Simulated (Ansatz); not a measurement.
# [SiH3]+ (SMILES [SiH3+]) at 6 levels

Wanted: a comparison of 6 runs (PBE/3-21G, PBE0/3-21G, wB97M-V/3-21G, BCCD(T)/6-31G*, CCSD/6-31G*, CCSD(T)/3-21G) of [SiH3]+. 

The calculation is run with Ansatz 0.2.0.

2 further runs of the same task are left out: 2 that didn't finish.

## (1) The system as given

[SiH3]+: 4 atoms, total charge +1, spin state singlet. As SMILES, `[SiH3+]`. The H3–Si1 distance was set to 3.680 Å, away from the relaxed value. At this shape a bond of the SMILES string is far longer than usual.

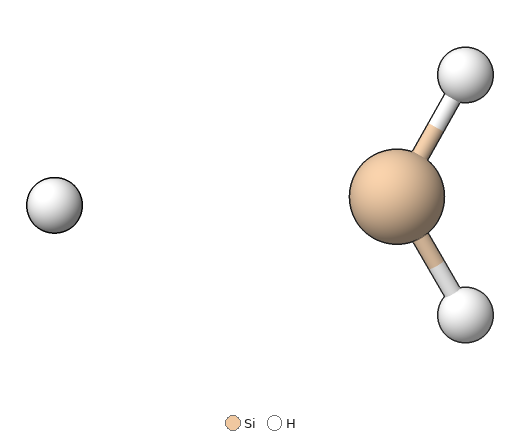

Viewed from a chosen angle; silicon light orange, hydrogen white.

## (2) The energy at PBE/3-21G (run 1)

input.yaml reads:

```yaml
crystal:
  periodic: [false, false, false]
  atoms:
    - {symbol: Si, position_ang: [0.177599, 2.200793, 0.014850]}
    - {symbol: H, position_ang: [0.864499, 2.876193, 1.127850]}
    - {symbol: H, position_ang: [-0.118400, -1.467200, -0.009900]}
    - {symbol: H, position_ang: [-0.390901, 2.992493, -1.088250]}
basis:
  gaussian:
    orbitals: 3-21G.json
total_charge: 1
hamiltonian:
  xc: {name: PBE}
accuracy: high
```

The basis set 3-21G is read from a file made from the Basis Set Exchange's data (not shown).

Command:

```sh
$ ansatz run input.yaml --threads 1 --pin off --max-ram 2610MiB --events-out events.jsonl --progress --plain --runs-dir runs
```

What it wrote:

```text
Warning: RAYON_NUM_THREADS=1 ignored (pool sized by the plan → 1); use --threads N
Functional definition: PBE
  name "PBE"
  parameter kappa = 0.804
  parameter beta = 0.06672455060314922
  exchange = pbe_x(kappa = kappa, mu = beta*pi^2/3)
  correlation = pbe_c(beta = beta)
362 factors; integrals over basis functions are off by at most 4.0e-9 eV
mean field evaluation 1: about -7860.3899 eV, gradient 1.7e1 eV
mean field evaluation 2: about -7850.5492 eV, gradient 3.3e1 eV
mean field evaluation 4: about -7865.4613 eV, gradient 2.2e0 eV
mean field evaluation 8: about -7865.4468 eV, gradient 2.3e0 eV
mean field evaluation 16: about -7865.4735 eV, gradient 4.0e-3 eV
mean field -7865.47345258 eV, -289.0508179728 hartree, gradient 3.1e-8 eV, S^2 0.000000; 0 other end points of the search recorded, 0 dependent functions left out
reference -7865.47345517 eV, -289.0508180681 hartree; 8, 8 occupied and 11, 11 virtual orbitals, 362 factors
Total energy: -7865.47345517 eV, -289.0508180681 hartree
```

It took 0.68 s on 1 thread of Arm Neoverse V1, shared host.

## (3) The energy at PBE0/3-21G (run 2)

input.yaml: that of step 2 with these lines changed.

```diff
@@ -8,7 +8,5 @@
 basis:
-  gaussian:
-    orbitals: 3-21G.json
+  gaussian: {orbitals: 3-21G.json}
 total_charge: 1
-hamiltonian:
-  xc: {name: PBE}
 accuracy: high
+hamiltonian: {xc: {name: PBE0}}
```

The basis set 3-21G is read from a file made from the Basis Set Exchange's data (not shown).

Command:

```sh
$ ansatz run input.yaml --threads 1 --pin off --max-ram 2610MiB --events-out events.jsonl --progress --plain --runs-dir runs
```

What it wrote:

```text
Warning: RAYON_NUM_THREADS=1 ignored (pool sized by the plan → 1); use --threads N
Functional definition: PBE0
  name "PBE0"
  parameter a = 0.25
[... 2 set-up lines as earlier in the session ...]
  exchange = (1 - a)*pbe_x(kappa = kappa, mu = beta*pi^2/3) + a*exact_x
[... 1 set-up line as earlier in the session ...]
362 factors; integrals over basis functions are off by at most 4.0e-9 eV
mean field evaluation 1: about -7861.8919 eV, gradient 1.4e1 eV
mean field evaluation 2: about -7852.3457 eV, gradient 3.1e1 eV
mean field evaluation 4: about -7864.6342 eV, gradient 1.3e1 eV
mean field evaluation 8: about -7865.8541 eV, gradient 7.4e-2 eV
mean field evaluation 16: about -7865.8445 eV, gradient 2.2e-6 eV
mean field -7865.84454762 eV, -289.0644554639 hartree, gradient 1.5e-8 eV, S^2 0.000000; 0 other end points of the search recorded, 0 dependent functions left out
reference -7865.84454957 eV, -289.0644555358 hartree; 8, 8 occupied and 11, 11 virtual orbitals, 362 factors
Total energy: -7865.84454957 eV, -289.0644555358 hartree
```

Wall time 0.68 s (1 thread of Arm Neoverse V1, shared host).

Run 3 isn't shown in full; the table further down has it.

## (4) A single-point energy at BCCD(T)/6-31G(d) (spherical functions) (run 4)

run.yaml reads:

```yaml
crystal:
  periodic: [false, false, false]
  atoms:
    - {symbol: Si, position_ang: [0.177599, 2.200793, 0.014850]}
    - {symbol: H, position_ang: [0.864499, 2.876193, 1.127850]}
    - {symbol: H, position_ang: [-0.118400, -1.467200, -0.009900]}
    - {symbol: H, position_ang: [-0.390901, 2.992493, -1.088250]}
basis:
  gaussian:
    orbitals: 6-31G_st_-spherical.json
total_charge: 1
correlation:
  method: bccd_t
  frozen_orbitals: {H: 0, Si: 5}
accuracy: high
scf:
  omitted_lower_state_checks: [cluster_reference, increment]
```

The basis set 6-31G* is read from a file made from the Basis Set Exchange's data (not shown).

Command:

```sh
$ ansatz run run.yaml --threads 1 --pin off --max-ram 2610MiB --events-out events.jsonl --progress --plain --runs-dir runs
```

What it wrote, cut to the lines that bear on the results:

```text
Warning: RAYON_NUM_THREADS=1 ignored (pool sized by the plan → 1); use --threads N
Functional definition: HF
  name "HF"
[...]
437 factors; integrals over basis functions are off by at most 4.2e-9 eV
[...]
mean field -7893.74588772 eV, -290.0898108006 hartree, gradient 1.8e-8 eV, S^2 0.000000; 5 other end points of the search recorded, 0 dependent functions left out; unrestricted orbitals would lower it
5 core orbitals not correlated: weight in the atoms' cores, before any rotation towards them, 1.000 or more for the frozen orbitals, at most 0.000 for the correlated occupied ones
reference -7893.74588772 eV, -290.0898108006 hartree; 3, 3 occupied and 16, 16 virtual orbitals, 437 factors
second order -3.05532859 eV of doubles, -0.00000000 eV of singles
cycle   1  -3.00508822 eV  change   -9.5e-1 eV  update   1.4e-1
[...]
cycle  30  -4.79007459 eV  change  -1.3e-10 eV  update  1.1e-10
perturbative correction -0.29653706 eV, -0.0108975361 hartree
WARN: these amplitudes may be one of several solutions (largest doubles amplitude 0.72, level shift 5.86 eV)
Total energy: -7898.83249938 eV, -290.2767403311 hartree
Checks for a lower state left out: cluster_reference, increment
```

Wall time 0.38 s (1 thread of Arm Neoverse V1, shared host).

Run 5 isn't shown in full; the table further down has it.

## (5) A single-point energy at CCSD(T)/3-21G (run 6)

input.yaml: that of step 3 with these lines changed.

```diff
@@ -10,3 +10,4 @@
 total_charge: 1
+correlation: {method: ccsd_t, frozen_orbitals: {H: 0, Si: 5}}
 accuracy: high
-hamiltonian: {xc: {name: PBE0}}
+scf: {omitted_lower_state_checks: [cluster_reference, increment]}
```

The basis set 3-21G is read from a file made from the Basis Set Exchange's data (not shown).

Command:

```sh
$ ansatz run input.yaml --threads 1 --pin off --max-ram 2610MiB --events-out events.jsonl --progress --plain --runs-dir runs
```

What it wrote, cut to the lines that bear on the results:

```text
Warning: RAYON_NUM_THREADS=1 ignored (pool sized by the plan → 1); use --threads N
[... 2 set-up lines as earlier in the session ...]
[...]
362 factors; integrals over basis functions are off by at most 4.0e-9 eV
[...]
mean field -7852.49489957 eV, -288.5738649471 hartree, gradient 1.3e-8 eV, S^2 0.000000; 5 other end points of the search recorded, 0 dependent functions left out; unrestricted orbitals would lower it
5 core orbitals not correlated: weight in the atoms' cores, before any rotation towards them, 1.000 or more for the frozen orbitals, at most 0.000 for the correlated occupied ones
reference -7852.49489957 eV, -288.5738649471 hartree; 3, 3 occupied and 11, 11 virtual orbitals, 362 factors
second order -2.59164186 eV of doubles, -0.00000000 eV of singles
cycle   1  -2.45633462 eV  change   -8.0e-1 eV  update   1.5e-1
[...]
cycle  27  -4.36352633 eV  change   1.1e-10 eV  update  1.1e-10
perturbative correction -0.24337191 eV, -0.0089437526 hartree
WARN: these amplitudes may be one of several solutions (largest doubles amplitude 0.81, level shift 5.92 eV)
Total energy: -7857.10179780 eV, -288.7431653344 hartree
Checks for a lower state left out: cluster_reference, increment
```

It took 0.22 s on 1 thread of Arm Neoverse V1, shared host.

## (6) All runs side by side

```tsv
run	level	frozen core orbitals	energy (Eh)	wall time
1	PBE/3-21G	–	-289.050818	0.68 s
2	PBE0/3-21G	–	-289.064456	0.68 s
3	wB97M-V/3-21G	–	-289.150233	9.6 s
4	BCCD(T)/6-31G* (spherical functions)	5	-290.276740	0.38 s
5	CCSD/6-31G* (spherical functions)	5	-290.265962	0.32 s
6	CCSD(T)/3-21G	5	-288.743165	0.22 s
```

## (7) Outcome

| quantity | value |
| --- | --- |
| run 6: total energy | -288.74317 Eh |
| run 6: correlation energy (5 core orbitals frozen) | -169.3 mEh |
| run 6: (T) correction | -8.94 mEh |
| run 6: T1 diagnostic | 0.119 |

In words: Totals of different functionals can't be ranked against each other. In runs 5, 6 the T1 diagnostic is large, so a single reference may not serve. In runs 4, 5, 6 the log says that unrestricted orbitals would lower the reference, so the values rest on an unstable closed-shell determinant (other closed-shell runs at this shape may share the fault). All runs together took 12 s, the longest 9.6 s.
